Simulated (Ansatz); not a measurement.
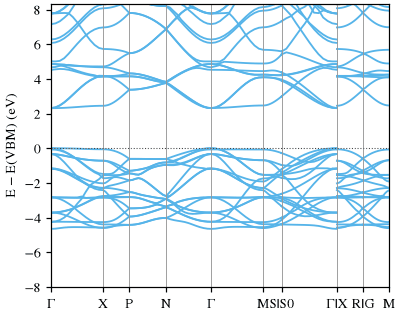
Band structure from r²SCAN (plane waves, PAW; program Ansatz)

### Question
Read off the gap and where the band edges lie.

### Answer
About 2.3 eV (2.31 eV by a search for the band edges); maximum at Γ, minimum at Γ.

The material is SrTiO$_{3}$ in space group I4/mcm (No. 140; Sr on 4b, Ti on 4c, O on 8h, O on 4a).

The workflow started from a Materials Project entry (that database holds measured and hypothetical structures alike); the Crystallography Open Database files this formula in space group No. 140, but the cells were not matched. It is not the phase usual at ambient conditions (space group No. 221). The cell was relaxed with r²SCAN under the symmetry of its start; its stability against distortions is not shown here. No spin polarisation was allowed. Spin–orbit coupling is left out wherever it is not named.

Potentials: the later of the program's two PAW sets.
